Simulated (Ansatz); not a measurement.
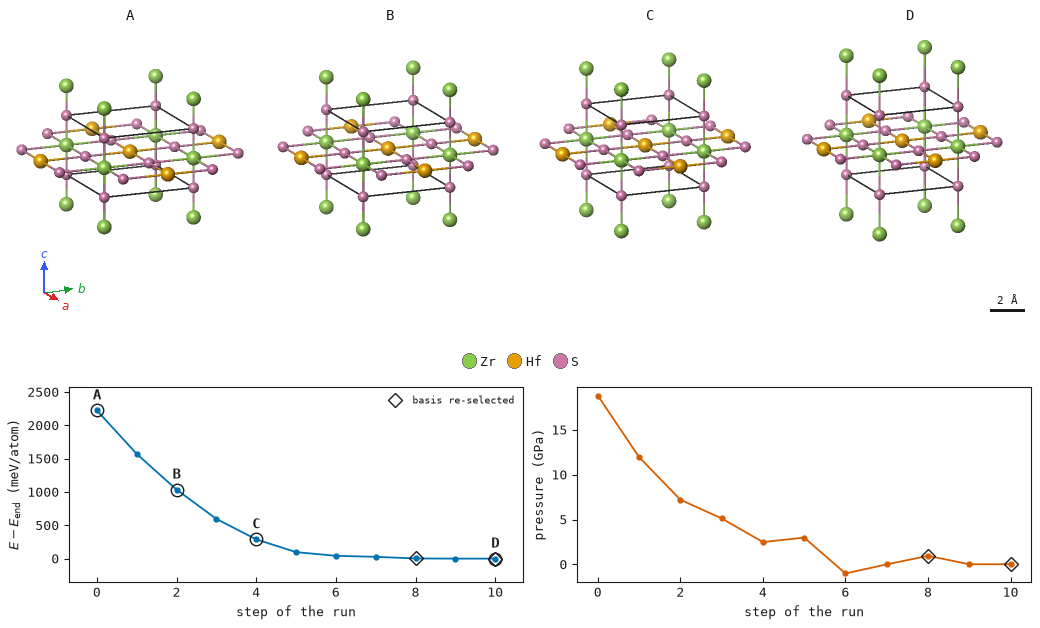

Frames of a relaxation of crystalline HfZrS₃ (a generated structure, set up in P4/mmm) (coarse preliminary run), marked on the history of the run. The picture is a ball-and-stick view of the cell of the calculation, seen slightly off an axis.

Theory: DFT PBE, scalar-relativistic, plane waves, PAW (Ansatz 0.2.0).

Input file:
```yaml
crystal:
  lattice:
    - [5.82022242, 0.0, 0.0]
    - [0.0, 5.82022242, 0.0]
    - [0.0, 0.0, 3.67551502]
  atoms:
    - { symbol: Zr, position: [0.0, 0.0, 0.5] }
    - { symbol: Hf, position: [0.5, 0.5, 0.5] }
    - { symbol: S, position: [0.0, 0.5, 0.5] }
    - { symbol: S, position: [0.5, 0.0, 0.5] }
    - { symbol: S, position: [0.0, 0.0, 0.0] }
basis:
  ecutwfc: 420
kpoints:
  mp_grid: { grid: [4, 4, 6] }
hamiltonian:
  xc: pbe
scf:
  occupations: { method: gaussian, width: 0.1 }
  lower_state_search: "off"
output:
  forces: true
  stress: true
  eigenvalues: true
relax:
  adjacent_minimum: "off"
  f_tol: 0.04
  max_steps: 70
  cell: { stress_tol: 0.4 }
```

Launched with:
```bash
ansatz run input.yaml --threads 1 --pin off --max-ram 2560MiB --backend cpu --events-out ev --progress --plain --runs-dir out
```

Describe the path.

After 8 accepted moves (10 points after the start) the energy has fallen by 2223 meV per atom. All forces vanish by symmetry, so only the cell relaxes. The pressure goes from 18.81 to 0.01 GPa. At 2 points the geometry stayed and the basis and grid were re-selected for the new cell (energy shift of 24.0 meV per atom at most each time). No atom moves by more than 0.005 Å relative to the cell. Cell: a = b 5.820 → 5.105 Å (−12.3 %), c 3.676 → 4.918 Å (+33.8 %). Volume +2.9 %. Among the contacts that change: Zr1–S5 1.838 → 2.459 Å, Zr1–S3 2.910 → 2.552 Å, Hf2–S3 2.910 → 2.552 Å. The space group stays P4/mmm (No. 123). From step 0 to 2: volume +3.4 %, energy −1188 meV per atom. From step 2 to 4: volume −1.2 %, energy −746 meV per atom. From step 4 to 10: volume +0.7 %, energy −289 meV per atom.

```
step  E − E(0), meV/atom  pressure, GPa  volume, Å³/atom                      note
   0                0.00          18.81           24.902                          
   1             -652.16          11.96           25.538                          
   2            -1188.22           7.21           25.758                          
   3            -1627.47           5.12           25.634                          
   4            -1934.25           2.48           25.451                          
   5            -2125.60           2.98           24.702                          
   6            -2180.74          -1.01           25.639                          
   7            -2196.26           0.00           25.302                          
   8            -2220.27           0.95           25.302  same geometry, new basis
   9            -2222.96           0.01           25.631                          
  10            -2223.00           0.01           25.631  same geometry, new basis
```
